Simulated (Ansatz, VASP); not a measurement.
# Cross-check of AlN between VASP and Ansatz, part 2 of 2

Wanted: the spread between two codes on one cell, functional and k mesh. The cell is taken from a series of VASP runs on this material, whose earlier steps may have relaxed, scaled or displaced it; both programs get it as it stands. Valence electrons are named where the data sets of a main pair hold unlike numbers.

VASP 6.6.1 and Ansatz 0.2.0.

So far. Step 2 (VASP: band structure, r2SCAN with rVV10): The run ends at a pressure of -0.10 GPa.

### Step 4. Differences

Known differences besides the potentials themselves: VASP keeps PBE cores, Ansatz makes them for the functional; the cutoff is 500 eV in Ansatz and 520 eV in VASP. Total energies have different zeros and are not compared.

The two programs side by side:

| quantity | Ansatz | VASP | difference |
| --- | --- | --- | --- |
| pressure (GPa) | 0.26 | -0.10 | +0.36 |
| gap over the path points (eV) | 3.901 | 3.894 | +0.008 |

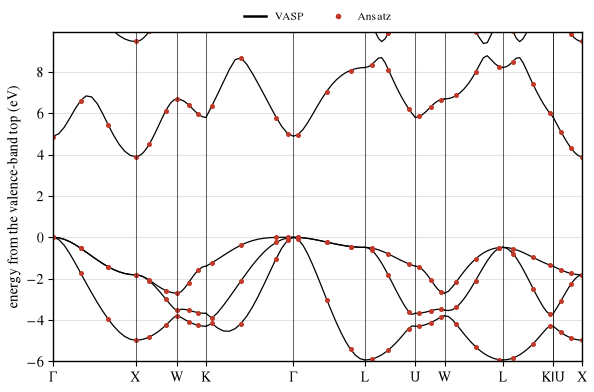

Bands from VASP (lines) and levels from Ansatz (dots). Dots without a line are higher empty bands that the VASP plot leaves out.

Levels at points of the path, from each program's valence-band top (eV; 3 filled, then empty):

| k (reciprocal lattice) | Ansatz | VASP |
| --- | --- | --- |
| 0.000 0.000 0.000 | 0.00 0.00 0.00 4.85 13.55 | 0.00 0.00 0.00 4.89 13.54 |
| 0.167 0.000 0.167 | -1.73 -0.53 -0.53 6.58 12.14 | -1.73 -0.53 -0.53 6.61 12.13 |
| 0.333 0.000 0.333 | -3.95 -1.43 -1.43 5.45 10.26 | -3.95 -1.43 -1.43 5.44 10.25 |
| 0.500 0.000 0.500 | -4.97 -1.82 -1.82 3.90 9.47 | -4.97 -1.81 -1.81 3.89 9.46 |
| 0.500 0.083 0.583 | -4.82 -2.12 -2.08 4.52 9.98 | -4.82 -2.11 -2.07 4.51 9.97 |
| 0.500 0.183 0.683 | -4.25 -2.99 -2.58 6.12 11.51 | -4.25 -2.99 -2.58 6.12 11.51 |
| 0.500 0.250 0.750 | -3.79 -3.52 -2.70 6.69 12.33 | -3.79 -3.52 -2.70 6.69 12.34 |
| 0.450 0.300 0.750 | -4.08 -3.53 -2.20 6.41 11.60 | -4.08 -3.53 -2.20 6.41 11.60 |
| 0.408 0.342 0.750 | -4.25 -3.64 -1.59 5.96 11.12 | -4.26 -3.64 -1.59 5.96 11.13 |
| 0.350 0.350 0.700 | -4.17 -3.91 -1.24 6.36 11.12 | -4.17 -3.91 -1.24 6.35 11.13 |

Among the levels compared at these points, filled levels agree within 5 meV and empty ones within 38 meV.

### Step 5. Ansatz: single point, r2SCAN with rVV10

With cell and atoms fixed, the geometry can't cause a difference; cores, projectors, grids and the points listed under the comparison can.

The cell is taken from a series of VASP runs on this material, whose earlier steps may have relaxed, scaled or displaced it; both programs get it as it stands.

File input.yaml:

```yaml
crystal:
  lattice:
    - [0.0, 2.1814649711, 2.1814649711]
    - [2.1814649711, 0.0, 2.1814649711]
    - [2.1814649711, 2.1814649711, 0.0]
  atoms:
    - { symbol: Al, position: [0.0, 0.0, 0.0] }
    - { symbol: "N", position: [0.75, 0.75, 0.75] }
hamiltonian:
  xc: r2scan
  pseudopotentials: { kind: paw }
  dispersion: rvv10
kpoints:
  mp_grid: { grid: [15, 15, 15] }
scf:
  occupations: { method: tetrahedron }
output:
  forces: true
  stress: true
  write_density: true
  write_potential: true
  elf: true
  volumetric_format: npy
```

On the command line:

```bash
> ansatz run input.yaml --threads 2 --pin off --max-ram 4608MiB --backend cpu --events-out ev --progress --plain --runs-dir out
```

Numbers of over 12 decimals in the logs are rounded to 6 here.

Log:

```text
Warning: output.forces, output.stress, relax.cell or npt_langevin: where a Kohn–Sham band that disperses or a degenerate level is filled in part under the method tetrahedron, the forces or the stress that this run publishes need not agree with its energy (scf.occupations.method in the input reference, under Limitations); prefer a smearing scheme for the forces or the stress
[...]
Free energy (F): -927.807867 eV
[...]
Internal energy: -927.807867 eV  (E = F + TS)
E sigma→0 (E₀):  -927.807867 eV
Fermi energy:    6.731913 eV
[...]
--- Stress (GPa, compression-positive) ---
        0.263837      -0.000000      -0.000000
       -0.000000       0.263837       0.000000
       -0.000000       0.000000       0.263837
  P = ⅓ Tr σ = 0.2638 GPa (2.638 kbar)
--- Band table (eV; the first three rows and the last of 120) ---
[...]
[key lines of the parts left out:]
SCF converged after 7 iterations
```

Wall time 6.6 s (2 threads of Arm Neoverse N1, shared host); peak memory 0.4 GiB; 12 s of CPU time.

The run ends at a pressure of 0.26 GPa.

### Step 6. VASP: single point, r2SCAN with rVV10

The same cell, functional, mesh and smearing now go to VASP, with its own data sets.

File INCAR:

```
SYSTEM = AlN
PREC = Accurate
ENCUT = 520
EDIFF = 1E-06
NELM = 100
ISMEAR = -5
SIGMA = 0.05
LREAL = .FALSE.
ALGO = Normal
METAGGA = R2SCAN
LUSE_VDW = .TRUE.
IVDW_NL = 2
BPARAM = 11.95
CPARAM = 0.0093
LASPH = .TRUE.
NBANDS = 16
LORBIT = 11
LWAVE = .FALSE.
LCHARG = .FALSE.
KPAR = 2
NEDOS = 2001
```

File POSCAR:

```
AlN
1.0
    0.0000000000      2.1814649711      2.1814649711
    2.1814649711      0.0000000000      2.1814649711
    2.1814649711      2.1814649711      0.0000000000
Al N
1 1
Direct
    0.0000000000      0.0000000000      0.0000000000
    0.7500000000      0.7500000000      0.7500000000
```

File KPOINTS:

```
Automatic mesh
0
Gamma
15 15 15
0 0 0
```

The projector-augmented-wave data sets are Al and N (PBE family, release 64).

On the command line:

```bash
> mpirun -np 2 vasp_std
```

Log:

```text
[banner, memory and clock lines left out]
running    2 mpi-ranks, on    1 nodes
[...]
[... a notice as in an earlier step ...]

 [... a notice as in an earlier step ...]

 LDA part: xc-table for (None), standard interpolation
 POSCAR, INCAR and KPOINTS ok, starting setup
[...]
entering main loop
       N       E                     dE             d eps       ncg     rms          rms(c)
Total rVV10 correction in eV:      0.1451662    10.1915993
Total rVV10 correction in eV:      0.1451662    10.1915993
DAV:   1     0.633646607209E+01    0.63365E+01   -0.36377E+03  3848   0.428E+02
DAV:   2    -0.225335975690E+02   -0.28870E+02   -0.27867E+02  5280   0.119E+02
DAV:   3    -0.233078606595E+02   -0.77426E+00   -0.77376E+00  4864   0.167E+01
DAV:   4    -0.233124909403E+02   -0.46303E-02   -0.46302E-02  5184   0.142E+00
DAV:   5    -0.233125474008E+02   -0.56460E-04   -0.56460E-04  4880   0.141E-01    0.886E+00
Total rVV10 correction in eV:      0.1685310    10.1915993
Total rVV10 correction in eV:      0.1685310    10.1915993
[...]
Total rVV10 correction in eV:      0.1855405    10.1915993
Total rVV10 correction in eV:      0.1855405    10.1915993
DAV:  10    -0.189936013673E+02   -0.15133E-03   -0.73181E-04  4680   0.158E-01    0.190E-02
Total rVV10 correction in eV:      0.1855863    10.1915993
Total rVV10 correction in eV:      0.1855863    10.1915993
DAV:  11    -0.189936113455E+02   -0.99782E-05   -0.68911E-06  5472   0.181E-02    0.154E-02
Total rVV10 correction in eV:      0.1856133    10.1915993
Total rVV10 correction in eV:      0.1856133    10.1915993
DAV:  12    -0.189936103051E+02    0.10404E-05   -0.12666E-06  4096   0.599E-03    0.486E-03
Total rVV10 correction in eV:      0.1856310    10.1915993
Total rVV10 correction in eV:      0.1856310    10.1915993
DAV:  13    -0.189936087232E+02    0.15819E-05   -0.55007E-07  2912   0.390E-03    0.111E-03
Total rVV10 correction in eV:      0.1856296    10.1915993
Total rVV10 correction in eV:      0.1856296    10.1915993
DAV:  14    -0.189936087220E+02    0.12042E-08   -0.24982E-08  2208   0.142E-03
Total rVV10 correction in eV:      0.1856292    10.1915993
Total rVV10 correction in eV:      0.1856292    10.1915993
Total rVV10 correction in eV:      0.1856287    10.1915993
Total rVV10 correction in eV:      0.1856287    10.1915993
   1 F= -.18993609E+02 E0= -.18993609E+02  d E =0.000000E+00
```

OUTCAR, selected parts (step 6):

```text
  Total       -0.0096621     -0.0096621     -0.0096621     -0.0000000      0.0000000      0.0000000
  in kB       -0.7455990     -0.7455990     -0.7455990     -0.0000000      0.0000000      0.0000000
  external PRESSURE =      -0.7455990 kB  Pullay stress =       0.0000000 kB

 POSITION                                       TOTAL-FORCE (eV/Angst)
 -----------------------------------------------------------------------------------
      0.00000      0.00000      0.00000        -0.000000      0.000000     -0.000000
      3.27220      3.27220      3.27220         0.000000     -0.000000      0.000000
 -----------------------------------------------------------------------------------
    total drift:                                0.000001      0.000001      0.000001

  FREE ENERGIE OF THE ION-ELECTRON SYSTEM (eV)
  ---------------------------------------------------
  free  energy   TOTEN  =       -18.9936087220 eV

  energy  without entropy=      -18.9936087220  energy(sigma->0) =      -18.99360872

[... 1 part as in an earlier step ...]

[... 2 further parts left out ...]
[key lines of the parts left out:]
E-fermi :   5.7195
```

The run ends at a pressure of -0.07 GPa.

### Step 7. Comparison

The two programs side by side:

| quantity | Ansatz | VASP | difference |
| --- | --- | --- | --- |
| pressure (GPa) | 0.26 | -0.07 | +0.34 |
| gap on the k mesh (eV) | 3.970 | 3.963 | +0.007 |

A gap on the mesh is an upper bound, since the band edges may lie between its points.

### Step 8. Summary of results

| Quantity | Value |
| --- | --- |
| largest difference of a filled level at the path points (band structure, r2SCAN with rVV10) | 5.2 meV |
| difference in gap on the k mesh (single point, r2SCAN with rVV10) | 0.0075 eV |

In words: The difference in gap on the k mesh is 0.0075 eV (single point, r2SCAN with rVV10), within the 0.08 eV picked in this series as the mark of a large difference. 2 further runs of this series are not shown here. How closely two codes agree says nothing of how well the functional describes the real material.

[Lines on the potential files, build, host, timing and source positions are cut from VASP's logs without a mark.]

[Logs are printed without paths, hosts, clocks, repeated set-up lines and the standing remarks that a program may print on its own settings, such as how far it seeks lower states.]

[Hosts, paths, dates, database ids (printed as entryN), source tags and the programs' standing remarks are cut or masked in the printed files.]
